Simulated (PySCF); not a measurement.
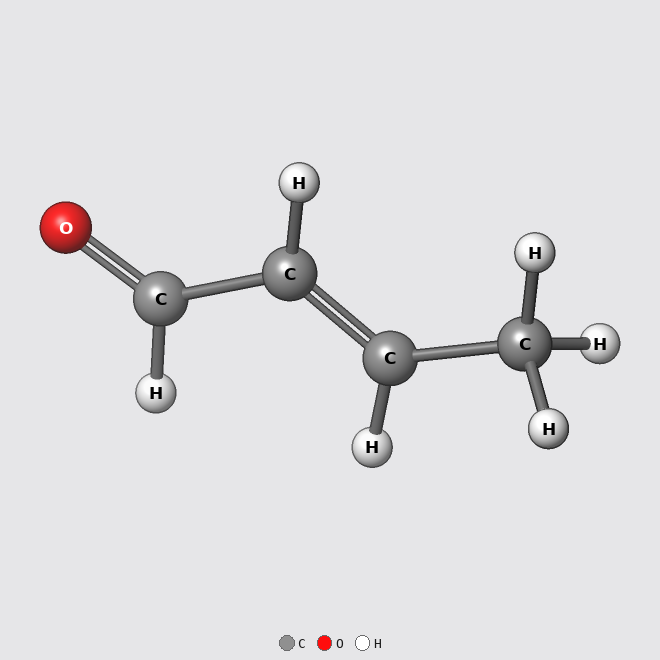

Ball-and-stick drawing of a structure. Multiple sticks mark multiple bonds (one Kekulé form).

> Give the formula.

C4H6O, 11 atoms: 4 carbon, 6 hydrogen and 1 oxygen.

> Write the SMILES.

C/C=C/C=O

> How many sets of symmetry-equivalent atoms are there?

10: 1 C, 1 C, 1 C, 1 C, 1 O, 1 H, 2 H, 1 H, 1 H, 1 H.

> Give the symmetry (Schoenflies symbol).

Cs.

More results for the same structure follow; atom numbers are the same in all pictures, views and colours differ. The computed structure is the end point of a PBE0-D3(BJ)/def2-SVP optimisation. No frequency run is at hand to confirm it as a minimum.

### Shape

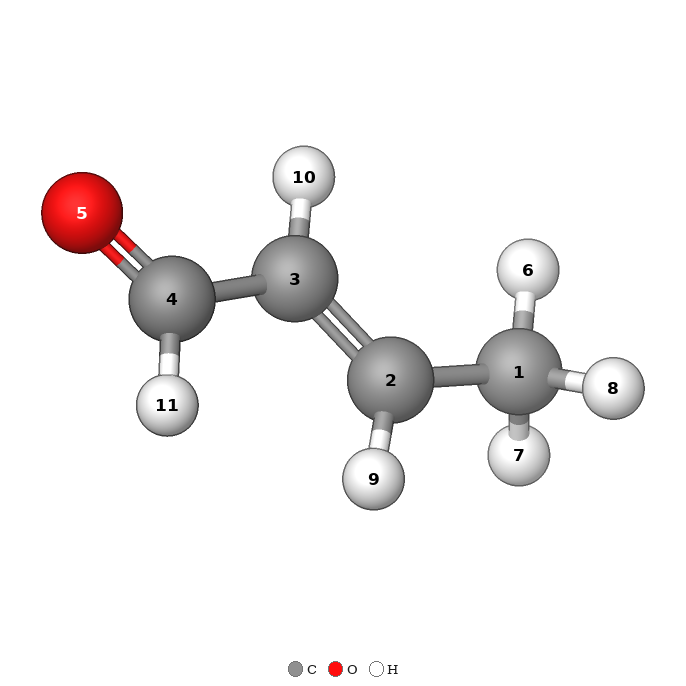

The atoms are numbered. No frequency run is at hand to confirm it as a minimum.

List the bonds and their lengths.

| bond | length (Å) | order |
| --- | --- | --- |
| C1–C2 | 1.485 | single |
| C1–H6 | 1.099 | single |
| C1–H7 | 1.103 | single |
| C1–H8 | 1.103 | single |
| C2–C3 | 1.342 | double |
| C2–H9 | 1.099 | single |
| C3–C4 | 1.467 | single |
| C3–H10 | 1.095 | single |
| C4–O5 | 1.206 | double |
| C4–H11 | 1.124 | single |

### Electronic properties

No frequency run is at hand to confirm it as a minimum. Method: ωB97X-D/def2-SVPD in acetone (IEF-PCM) (PySCF 2.14.0). Excitations: vertical, linear response.

What does the calculation give?

- dipole moment: 5.64 D
- HOMO energy (Kohn–Sham orbital): −9.59 eV
- LUMO energy (Kohn–Sham orbital): 0.17 eV
- HOMO–LUMO gap: 9.76 eV
- mean static polarisability: 75.4 bohr³
- lowest vertical singlet excitation: 4.14 eV
- its oscillator strength: 0.000
- brightest of the 6 lowest singlets: 5.89 eV
- its oscillator strength: 0.65

### Charges

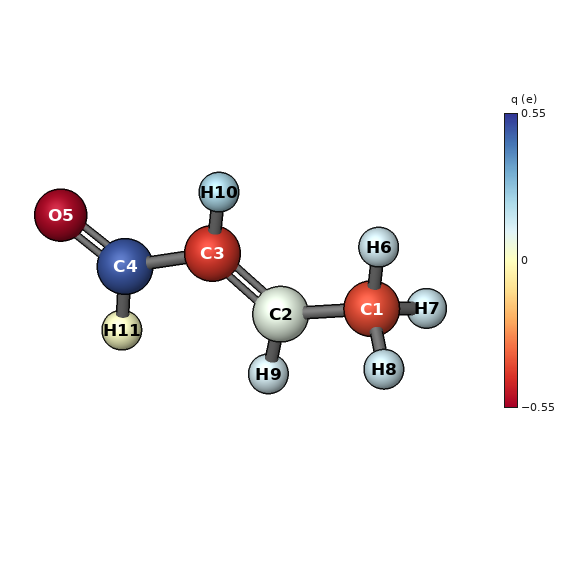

Atoms are coloured by their ESP-fitted charges. No frequency run is at hand to confirm it as a minimum. Method: PBE0/pcSseg-1 in acetone (IEF-PCM) (PySCF 2.14.0).

> Which atom carries the highest charge (most positive or least negative)?

C4 (0.49 e).

> And the lowest?

O5 (−0.53 e).

Give the ESP-fitted charges atom by atom.

```
atom  value (e)
  C1      −0.39
  C2       0.07
  C3      −0.42
  C4       0.49
  O5      −0.53
  H6       0.14
  H7       0.14
  H8       0.15
  H9       0.13
 H10       0.21
 H11       0.01
```

### NMR shielding

The questions are on isotropic NMR shieldings of the H atoms. No frequency run is at hand to confirm it as a minimum. Properties computed with GIAO PBE0/pcSseg-1 NMR shielding, non-relativistic, IEF-PCM water (PySCF 2.14.0).

> Which H atom is the most shielded (lowest chemical shift)?

H6 (29.07 ppm).

> Which H atom is the least shielded (highest chemical shift)?

H11 (21.88 ppm).

> How wide is the range of H shifts?

7.19 ppm.

Give the isotropic NMR shieldings of the H atoms atom by atom.

| atom | σ (ppm) |
| --- | --- |
| H6 | 29.07 |
| H7 | 28.91 |
| H8 | 28.91 |
| H9 | 24.01 |
| H10 | 25.00 |
| H11 | 21.88 |
